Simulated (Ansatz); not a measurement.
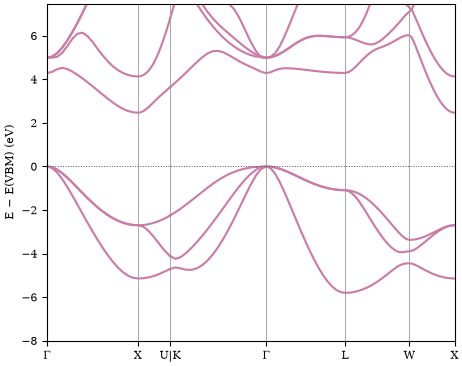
Figure: Band structure from plane-wave PAW PBEsol (Ansatz code)

Task: Read off the gap and where the band edges lie.

Result: About 2.5 eV (2.47 eV by a search for the band edges); maximum at Γ, minimum at X.

Task: Which compound is it?
A. ZnS, zinc blende
B. RbBr, rock salt
C. BeSe, zinc blende

Result: C, BeSe, zinc blende

Space group F-43m (zinc blende). The PBEsol relaxation kept the symmetry of its start. Scalar-relativistic: spin–orbit coupling is off unless named, which matters more the heavier the elements.

Potentials: the later of the program's two PAW sets.
